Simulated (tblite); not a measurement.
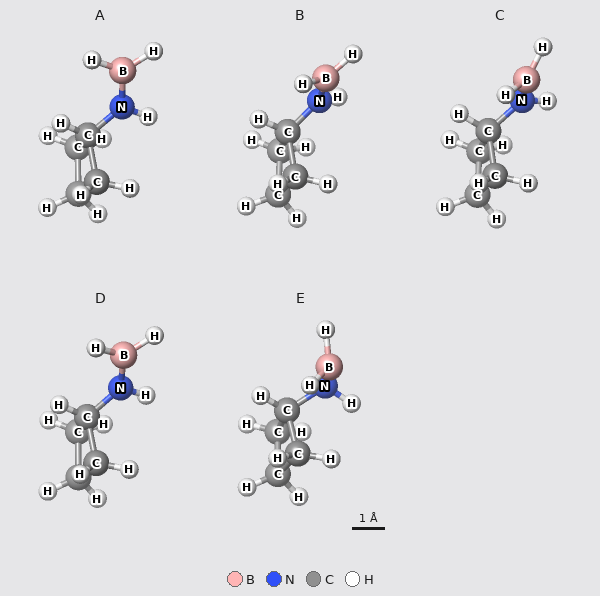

5 geometries from one relaxation of C4H10BN, in shuffled order. The picture is a ball-and-stick view, seen from a free direction.

These are results of tblite, GFN2-xTB geometry optimisation, gas phase, not measurements. 

Q: Order the frames from highest to lowest energy.

A: E, C, B, D, A. They are steps 0, 11, 24, 54, 80, at +48.3 kcal/mol, +13.3 kcal/mol, +2.19 kcal/mol, +1.09 kcal/mol relative to the last. The largest move after the best rigid fit is that of an H atom, 1.57 Å. Largest moves by element: H 1.57 Å, B 0.53 Å, N 0.49 Å, C 0.37 Å. Some distances before and after: B–N 1.558 → 1.378 Å, C–C 1.508 → 1.536 Å, C–C 1.519 → 1.546 Å, H–N 1.036 → 1.011 Å. Among the angles between lasting bonds that change: B–N–C 106.8° → 128.1°, B–N–H 110.2° → 120.4°, N–C–C 107.0° → 116.5°. Over 80 geometry steps the energy falls by 48.3 kcal/mol.
